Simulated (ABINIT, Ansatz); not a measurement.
# Quasiparticle gap of Cl (Cmce) in ABINIT, part 3 of 3

How does a plane-wave GW calculation on Cl (Cmce) run from the first input to the gap?

ABINIT 10.8.3; PBE and many-body steps on it, plane waves. Known limits of the many-body steps: not at the basis limit; coarse k mesh.

So far. Step 4 (Empty states on the mesh, 4×4×2 mesh, 768 bands): On this mesh the gap is 2.469 eV. Step 5 (Screening, 4×4×2 mesh, 318 bands, screening to 176.9 eV): Local fields lower ε∞ by 19 %. On a Γ-centred mesh this coarse the value itself is usually too large, while a short band sum pulls it down.

### Step 6. Self-energy, 4×4×2 mesh, 318 bands, screening to 176.9 eV

The self-energy is evaluated for the states that the input lists, and the levels follow from it, in one-shot runs by the linearised quasiparticle equation.

This step: G0W0 on PBE, plane waves, norm-conserving pseudopotentials.

run.abi

```
acell 3*1.0 Angstrom
rprim 
  3.145000000000 -2.250000000000 0.000000000000
  3.145000000000 2.250000000000 0.000000000000
  0.000000000000 0.000000000000 8.210000000000
ntypat 1
znucl 17
natom 4
typat 1 1 1 1
xred 
  0.870000000000 0.130000000000 0.100000000000
  0.630000000000 0.370000000000 0.600000000000
  0.130000000000 0.870000000000 0.900000000000
  0.370000000000 0.630000000000 0.400000000000
pp_dirpath "pseudos"
pseudos "Cl.upf"
ecut 25
ngkpt 4 4 2
nshiftk 1
shiftk 0 0 0
kptopt 1
chksymbreak 0
istwfk *1
occopt 1
irdwfk 1
optdriver 4
nband 318
gwcalctyp 0
ecutsigx 25
symsigma 1
nkptgw 2
kptgw 
  0.5000000000 0.5000000000 0.0000000000
  0.0000000000 0.0000000000 0.0000000000
bdgw 
  13 16
  13 16
ecuteps 6.5
irdscr 1
ppmodel 1
indata_prefix "in"
outdata_prefix "out"
tmpdata_prefix "tmp"
```

Started as:

```
$ OMP_NUM_THREADS=1 mpirun -n 4 abinit run.abi > log
```

Numbers of over 12 decimals in the logs are rounded to 6 here.

Output:

```text
.Version 10.8.3 of ABINIT. v10.8.2 released Aug 2026.

 Symmetries : space group Cm c a (# 64); Bravais oC (1-face-center ortho.)
[... echo of the input left out ...]
== DATASET  1 ==================================================================
-   mpi_nproc: 4, omp_nthreads: 1 (-1 if OMP is not activated)

--- !DatasetInfo
iteration_state: {dtset: 1, }
dimensions: {natom: 4, nkpt: 14, mband: 318, nsppol: 1, nspinor: 1, nspden: 1, mpw: 4726, }
cutoff_energies: {ecut:  25.0, pawecutdg:  -1.0, }
electrons: {nelect:   2.80000000E+01, charge:   0.00000000E+00, occopt:   1.00000000E+00, tsmear:   1.00000000E-02, }

 SIGMA: Calculation of the GW corrections

 Based on a program developped by R.W. Godby, V. Olevano, G. Onida, and L. Reining.
 Incorporated in ABINIT by V. Olevano, G.-M. Rignanese, and M. Torrent.
.Using double precision arithmetic ; gwpc =  8

[... cell and pseudopotentials left out ...]
--------------------------------------------------------------------------------

 ==== K-mesh for the wavefunctions ====
 Number of points in the irreducible wedge :    14
[... list of points left out ...]
 Together with  8 symmetry operations and time-reversal symmetry
 yields    32 points in the full Brillouin Zone.

 ==== Q-mesh for screening function ====
 Number of points in the irreducible wedge :    14
[... list of points left out ...]
 Together with  8 symmetry operations and time-reversal symmetry
 yields    32 points in the full Brillouin Zone.

 vcoul_init : cutoff-mode = AUXILIARY_FUNCTION
 q-points for optical limit:   1
     1)      0.000010    0.000020    0.000030
 setmesh: FFT mesh size selected  =    36x   36x   72
          total number of points  =        93312

 Number of electrons calculated from density =   28.0000; Expected =   28.0000
 average of density, n =  0.035710
 r_s =    1.8838
 omega_plasma =   18.2284 [eV]

 === KS Band Gaps ===
  >>>> For spin  1
   Minimum direct gap =   2.5251 [eV], located at k-point      :   0.0000  0.0000  0.0000
   Fundamental gap    =   2.4691 [eV], Top of valence bands at :   0.5000  0.5000  0.0000
                                       Bottom of conduction at :   0.0000  0.0000  0.0000
 SIGMA fundamental parameters:
 PLASMON POLE MODEL  1
 number of plane-waves for SigmaX                 4675
 number of plane-waves for SigmaC and W            611
 number of plane-waves for wavefunctions          4675
 number of bands                                   318
 number of independent spin polarizations            1
 number of spinorial components                      1
 number of k-points in IBZ                          14
 number of q-points in IBZ                          14
 number of symmetry operations                       8
 number of k-points in BZ                           32
 number of q-points in BZ                           32
 number of frequencies for dSigma/dE                 9
 frequency step for dSigma/dE [eV]                0.25
 number of omega for Sigma on real axis              0
 max omega for Sigma on real axis  [eV]           0.00
 zcut for avoiding poles [eV]                     0.10

 EPSILON^-1 parameters (SCR file):
 dimension of the eps^-1 matrix on file            611
 dimension of the eps^-1 matrix used               611
 number of plane-waves for wavefunctions          4675
 number of bands                                   318
 number of q-points in IBZ                          14
 number of frequencies                               2
 number of real frequencies                          1
 number of imag frequencies                          1

 matrix elements of self-energy operator (all in [eV])

 Perturbative Calculation

--- !SelfEnergy_ee
iteration_state: {dtset: 1, }
kpoint     : [   0.500,    0.500,    0.000, ]
spin       : 1
KS_gap     :    2.546
QP_gap     :    5.755
Delta_QP_KS:    3.209
data: !SigmaeeData |
     Band     E0 <VxcDFT>   SigX SigC(E0)      Z dSigC/dE  Sig(E)    E-E0       E
       13  -1.186 -14.321 -18.741   2.245   0.785  -0.274 -16.028  -1.707  -2.893
       14  -0.824 -14.674 -19.122   2.207   0.789  -0.268 -16.442  -1.768  -2.592
       15   1.722 -14.106  -8.998  -3.282   0.789  -0.267 -12.665   1.441   3.163
       16   1.912 -14.243  -9.064  -3.302   0.787  -0.270 -12.766   1.477   3.390

--- !SelfEnergy_ee
iteration_state: {dtset: 1, }
kpoint     : [   0.000,    0.000,    0.000, ]
spin       : 1
KS_gap     :    2.525
QP_gap     :    5.671
Delta_QP_KS:    3.146
data: !SigmaeeData |
     Band     E0 <VxcDFT>   SigX SigC(E0)      Z dSigC/dE  Sig(E)    E-E0       E
       13  -0.970 -14.511 -19.022   2.242   0.789  -0.268 -16.300  -1.789  -2.759
       14  -0.880 -14.708 -19.184   2.239   0.788  -0.269 -16.471  -1.763  -2.643
       15   1.645 -13.980  -8.981  -3.250   0.791  -0.264 -12.596   1.383   3.029
       16   2.208 -14.626  -9.222  -3.447   0.783  -0.277 -13.093   1.533   3.740

== END DATASET(S) ==============================================================
================================================================================

 -outvars: echo values of variables after computation  --------
           etotal      0.0000000000E+00
            nband         318
             nkpt          14
          spgroup          64
 [... the other variables as echoed above ...]

 Calculation completed.
```

It took 4.6 min on 4 MPI ranks of Arm Neoverse N1, shared host; peak memory 5.5 GiB.

This step gave:

- G0W0 gap on the points computed: 5.621 eV
- starting gap on the mesh: 2.469 eV
- k of the valence top: 0.5, 0.5, 0
- k of the conduction bottom: 0, 0, 0
- Z at the valence top: 0.789
- Z at the conduction bottom: 0.791
- least direct G0W0 gap on the computed points: 5.672 eV

The gap on the mesh goes from 2.47 eV to 5.62 eV, a correction of +3.15 eV.

Limits: finite bands, cutoff and mesh; coarse k mesh. v1 is the top filled band, c1 the lowest empty one. The levels before and after the correction (eV, zero at the valence-band top of each column):

|  | conduction bottom | valence top |
| --- | --- | --- |
| Kohn-Sham | 2.47 | 0.00 |
| G0W0 | 5.62 | 0.00 |

|  | level | energy (eV) |
| --- | --- | --- |
| Kohn-Sham | (0.5 0.5 0) v2 | -0.362 |
| Kohn-Sham | (0.5 0.5 0) v1 | 0.000 |
| Kohn-Sham | (0.5 0.5 0) c1 | 2.546 |
| Kohn-Sham | (0.5 0.5 0) c2 | 2.736 |
| Kohn-Sham | Γ v2 | -0.146 |
| Kohn-Sham | Γ v1 | -0.056 |
| Kohn-Sham | Γ c1 | 2.469 |
| Kohn-Sham | Γ c2 | 3.031 |
| G0W0 | (0.5 0.5 0) v2 | -0.301 |
| G0W0 | (0.5 0.5 0) v1 | 0.000 |
| G0W0 | (0.5 0.5 0) c1 | 5.755 |
| G0W0 | (0.5 0.5 0) c2 | 5.982 |
| G0W0 | Γ v2 | -0.167 |
| G0W0 | Γ v1 | -0.051 |
| G0W0 | Γ c1 | 5.621 |
| G0W0 | Γ c2 | 6.332 |

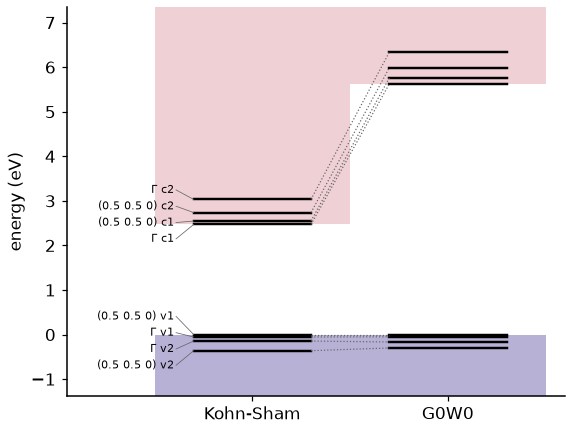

Levels before and after the correction. Shaded: valence and conduction bands.

### Step 7. Where the time went

Times are wall times on 4 MPI ranks of Arm Neoverse N1, shared host, good to a factor of about two.

| step | time | share | memory (GiB) |
| --- | --- | --- | --- |
| ground state | 51 s | 3 % | 0.36 |
| bands along the symmetry lines | 56 s | 3 % | 0.39 |
| empty states on the mesh | 7.5 min | 25 % | 5.1 |
| screening | 16 min | 54 % | 4.9 |
| self-energy | 4.6 min | 15 % | 5.5 |

### Step 8. Summary of results

* PBE gap: 2.46 eV, indirect
* G0W0 gap on the mesh: 5.62 eV
* GW settings: 4×4×2 mesh, 318 bands, screening to 176.9 eV, Godby-Needs plasmon pole
* known limits: not at the basis limit; coarse k mesh

What this shows: G0W0 moves the gap on the mesh from 2.47 eV to 5.62 eV (+3.15 eV), with Z of 0.79 and 0.79 at the edges. Local fields lower the RPA ε∞ on this mesh from 3.46 to 2.81; a Γ-centred mesh this coarse tends to raise both, most where the direct gap is narrow, while a short band sum lowers them. Only 2 of the mesh's irreducible points were corrected, so a valley elsewhere could overtake. The dearest step here is «screening». Bands and cutoff are finite, so the gap is not at the basis limit. The miss can reach some tenths of an eV and take either sign; the mesh is an error of its own. In the G0W0 run levels were corrected at 2 k points alone, so a gap called «on the mesh» is the least over those, and an edge elsewhere would be missed. The 4×4×2 mesh is coarse for this cell, which bears on the long-range parts of exchange and screening.

[Paths, hosts, dates, memory and timing lines, banners, echoed tables and standing remarks are left out of the program output.]

[Logs are printed without paths, hosts, clocks, repeated set-up lines and the standing remarks that a program may print on its own settings, such as how far it seeks lower states.]

[Runs of the session that timed out or met a known fault of the program may be left out.]

[Hosts, paths, dates, database ids (printed as entryN), source tags and the programs' standing remarks are cut or masked in the printed files.]

[G0W0 gaps are taken among the corrected bands and points alone; a level outside them can change the order at an edge.]

[Where Ansatz stands beside ABINIT at settings called matched, ABINIT's density can come from a denser mesh and the files from another edition; pairs whose starting gaps differed by over 0.03 eV were left out, so agreement reads better than it is.]
